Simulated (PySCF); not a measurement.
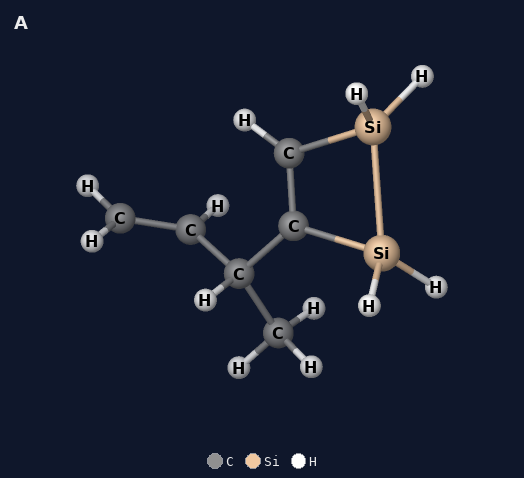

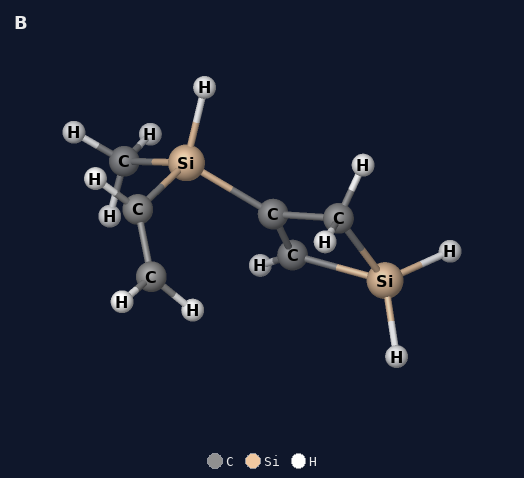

2 stationary structures of one formula. Geometries: GFN2-xTB. Electronic energies: PBE0/pcSseg-1 (PySCF 2.14.0), without zero-point energy. No frequency run is at hand to confirm each as a minimum. Each is one conformer, not always the lowest.

**Are they conformers, stereoisomers or constitutional isomers?**

They are constitutional isomers of C6H12Si2: A `C=C[C@@H](C)C1=C[SiH2][SiH2]1`, B `C=C[Si@H](C)C1=C[SiH2]C1`.

**Which structure is the most stable?**

B is lowest; A lies 6.4 kcal/mol above it.

The geometry is semi-empirical. Around Si such bond lengths and angles can be off by a tenth of an ångström or more and by several degrees, and values that hang on the shape move with them.
